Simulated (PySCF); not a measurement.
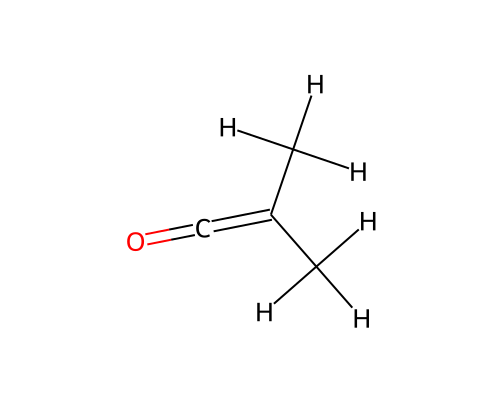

Skeletal drawing of a molecule.

**Give its SMILES.**

CC(C)=C=O

**Give the formula, hydrogens included.**

C4H6O.

**An optimisation with PBE0-D3(BJ)/def2-SVP gave a structure of which point group?**

C2v.

More results for the same structure follow; atom numbers are the same in all pictures, views and colours differ. The computed structure is the end point of a PBE0-D3(BJ)/def2-SVP optimisation. No frequency run is at hand to confirm it as a minimum.

Shape

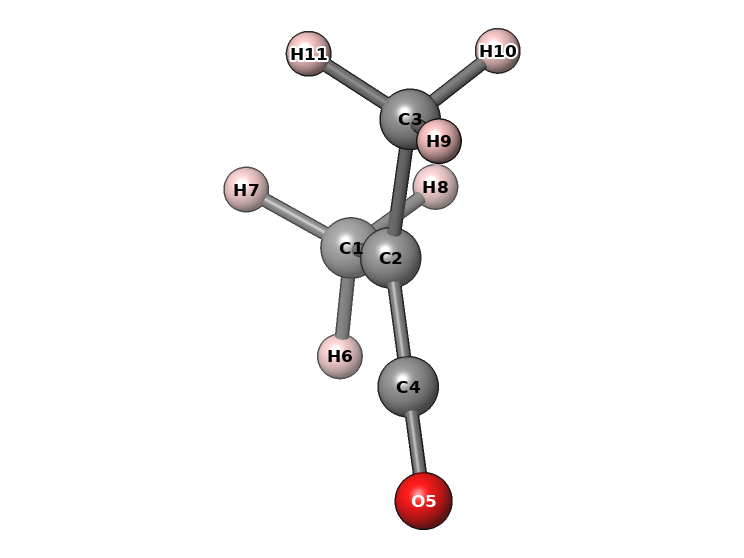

C1 lies behind C2. The molecule seen a little off the C2–C1 bond, C2 in front. Atoms fade into the background with distance from the viewer. No frequency run is at hand to confirm it as a minimum.

**What is the torsion angle C3–C2–C1–H6? The sign is positive where the front bond must turn clockwise to cover the back bond.**

180°, antiperiplanar (anti).

NMR shielding

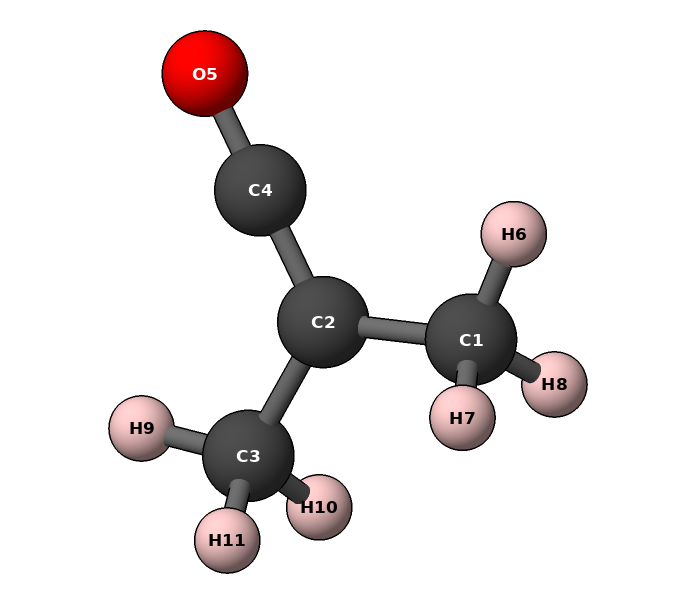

No frequency run is at hand to confirm it as a minimum. Level of theory: GIAO PBE0/pcSseg-1 NMR shielding, non-relativistic, gas phase (PySCF 2.14.0). Principal shieldings σ11 ≤ σ22 ≤ σ33, span Ω = σ33 − σ11, skew κ = 3(σiso − σ22)/Ω.

Give the shielding tensors of the O atoms.

```tsv
atom	σ11	σ22	σ33	σiso	Ω	κ
O5	−207.3	−140.8	167.4	−60.2	374.6	0.65
```

Shieldings and span in ppm.

Core levels

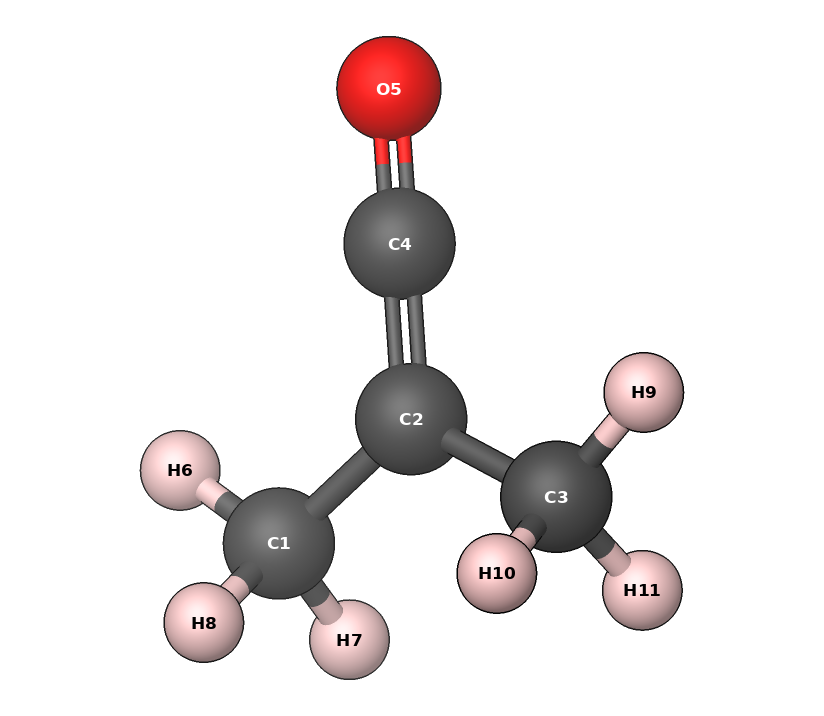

No frequency run is at hand to confirm it as a minimum. Properties computed with delta-SCF UKS SCAN, pcX-2 on the ionised atom, pcseg-1 elsewhere, spin-free X2C (PySCF 2.14.0).

Give the core-electron binding energies (to vacuum) of C1 1s, C2 1s, C4 1s, O5 1s.

```
atom  level  binding energy (eV)
  C1     1s                291.2
  C2     1s                290.8
  C4     1s                293.5
  O5     1s                539.3
```

Bond orders

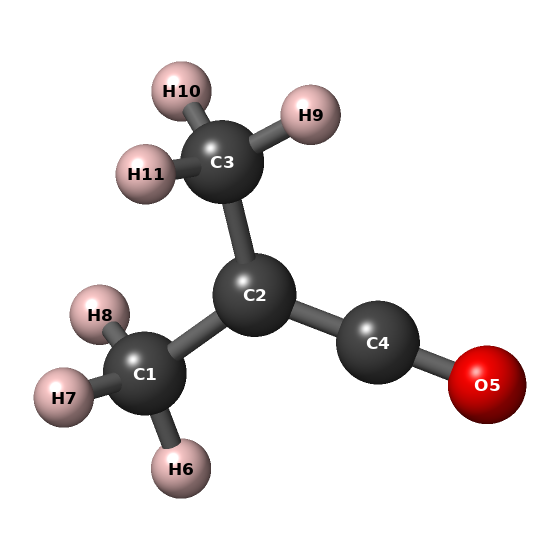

Every bond is drawn as one stick. No frequency run is at hand to confirm it as a minimum. Method: PBE0/pcSseg-1 (PySCF 2.14.0).

**Which bond has the highest Mayer bond order?**

C4–O5, 2.14, at a length of 1.167 Å.

List the Mayer bond orders of C1–C2, C2–C4, C1–H6, C1–H7, C4–O5 (one bond of each equivalent set).

| bond | Mayer order | length (Å) |
| --- | --- | --- |
| C1–C2 | 1.03 | 1.506 |
| C2–C4 | 1.71 | 1.319 |
| C1–H6 | 0.96 | 1.099 |
| C1–H7 | 0.95 | 1.103 |
| C4–O5 | 2.14 | 1.167 |
